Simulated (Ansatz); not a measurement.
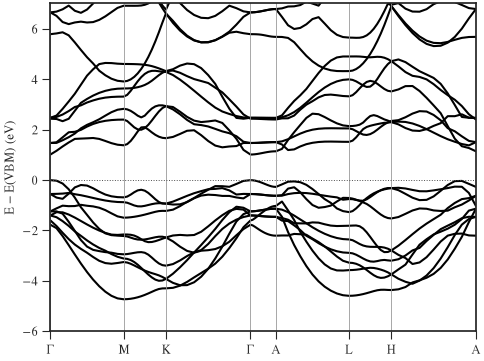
Figure: Band structure from the program Ansatz at the r²SCAN level (PAW)

The gap is 1.01 eV; an edge lies off the plotted path or next to a special point (maximum off the standard path, minimum at Γ).

The material is Bi2Te3 (La2O3 or Ni2Al3 type, space group No. 164).

Space group P-3m1 (La2O3 or Ni2Al3 type). A made-up cell: these elements were put on the sites of a structure type; neither database checked (COD, Materials Project) lists it. It is not the phase usual at ambient conditions (space group No. 166). The r²SCAN relaxation kept the symmetry of its start; its stability against distortions is not shown here. Scalar-relativistic: spin–orbit coupling is off unless named, which matters more the heavier the elements.

Potentials: the later of the program's two PAW sets.
